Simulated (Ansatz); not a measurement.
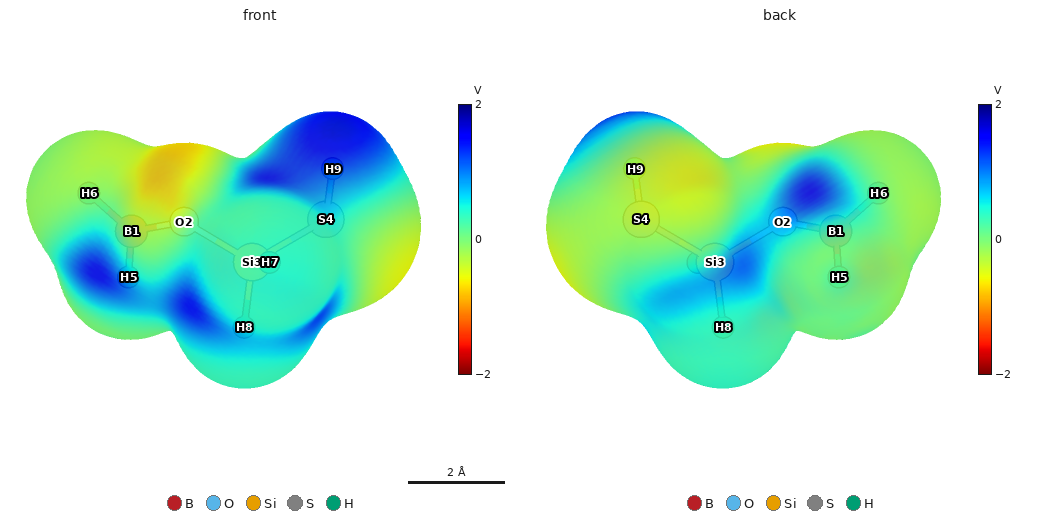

*BH₅OSSi (SMILES BO[SiH2]S). The molecular electrostatic potential painted on the density surface at 0.002 e/bohr³, seen from the front and from behind; red is negative and blue positive.*

Geometry: PBE0-D4/def2-TZVP.

The calculation used Ansatz 0.2.0, RKS PBE0-D4/def2-TZVPP.

Input file:

```
crystal:
  periodic: [false, false, false]
  atoms:
    - {symbol: B, position_ang: [-0.559157, 1.628196, 0.662607]}
    - {symbol: O, position_ang: [0.288449, 0.812171, 0.001904]}
    - {symbol: Si, position_ang: [0.503661, -0.827346, 0.073670]}
    - {symbol: S, position_ang: [-0.511207, -1.830445, -1.496868]}
    - {symbol: H, position_ang: [-1.296519, 1.178357, 1.500696]}
    - {symbol: H, position_ang: [-0.542821, 2.795125, 0.391991]}
    - {symbol: H, position_ang: [1.962434, -1.045272, -0.019958]}
    - {symbol: H, position_ang: [-0.077632, -1.367657, 1.324584]}
    - {symbol: H, position_ang: [0.321292, -1.389329, -2.455625]}
basis:
  gaussian: {orbitals: def2-TZVPP}
hamiltonian: {xc: pbe0, dispersion: d4}
output: {orbitals: {seedname: orbitals}}
```

Run with:

```sh
ansatz run in.yaml --threads 2 --pin off --events-out ev --progress --plain --max-ram 4352MiB
```

Describe the electrostatic potential map.

The most negative region (about −0.8 V) lies over O2, the most positive (about +1.6 V) over H9.
